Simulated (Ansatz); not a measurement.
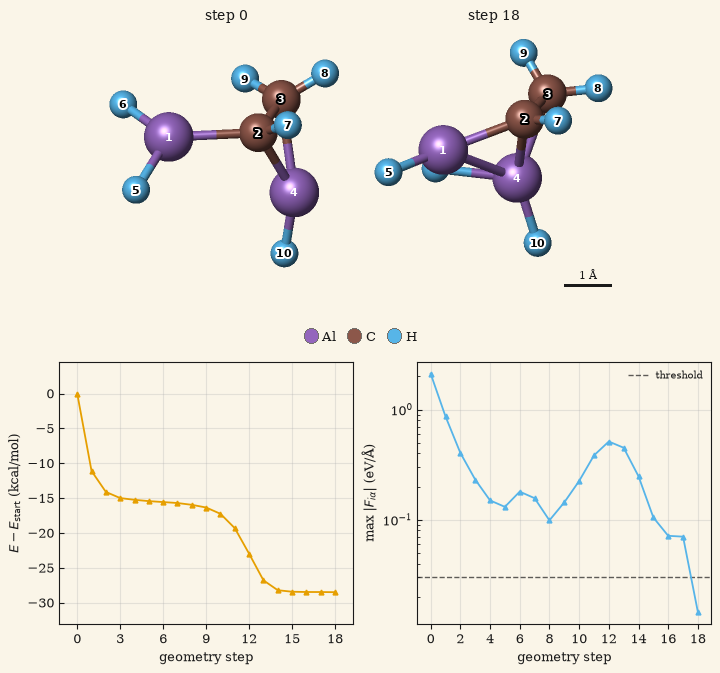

First and last geometry of a relaxation of C$_{2}$H$_{6}$Al$_{2}$ (coarse preliminary run), with the history of the run. Style: ball-and-stick. Shown at a tilt.

The start comes from a force field.

These are results of RKS PBE-D4/def2-SVP (Ansatz 0.2.0), not measurements.

The input:
```yaml
crystal:
  periodic: [false, false, false]
  atoms:
    - {symbol: Al, position_ang: [-1.310500, 1.115500, -0.194600]}
    - {symbol: C, position_ang: [-0.418600, -0.604100, -0.275900]}
    - {symbol: C, position_ang: [0.470100, -0.884800, 0.896400]}
    - {symbol: Al, position_ang: [1.585300, -0.450100, -0.750600]}
    - {symbol: H, position_ang: [-1.912200, 1.793400, -1.577100]}
    - {symbol: H, position_ang: [-1.159700, 2.118500, 1.065800]}
    - {symbol: H, position_ang: [-0.911100, -1.501200, -0.651500]}
    - {symbol: H, position_ang: [0.560800, -1.935100, 1.212900]}
    - {symbol: H, position_ang: [0.534900, -0.091300, 1.744100]}
    - {symbol: H, position_ang: [2.644300, 0.388000, -1.466600]}
basis:
  gaussian: {orbitals: def2-SVP}
hamiltonian: {xc: pbe, dispersion: d4}
relax: {f_tol: 0.03, max_steps: 200}
```

Run as
```bash
ansatz run in.yaml --threads 2 --pin off --events-out ev --progress --plain --max-ram 4352MiB
```

Q: Read the history and describe the run.

A: It converged. Over 18 geometry steps the energy falls by 28.5 kcal/mol. The largest force component goes from 2.1 to 0.015 eV/Å. The largest move after the best rigid fit is that of H6, 1.75 Å. Largest moves by element: H 1.75 Å, Al 1.02 Å, C 0.31 Å. Among the contacts that change: Al4–H6 4.175 → 1.781 Å, Al1–Al4 3.339 → 2.549 Å, Al1–H6 1.618 → 1.771 Å, C3–Al4 2.036 → 1.964 Å. New bonds form: Al4–H6 (4.18 → 1.78 Å). Bond angles that change, for instance: Al1–C2–Al4 112.9° → 78.6°, C2–Al1–H5 119.7° → 149.3°, C2–Al1–H6 122.7° → 93.9°. Cost: 36 s on 2 threads of Arm Neoverse V1, on a shared host.
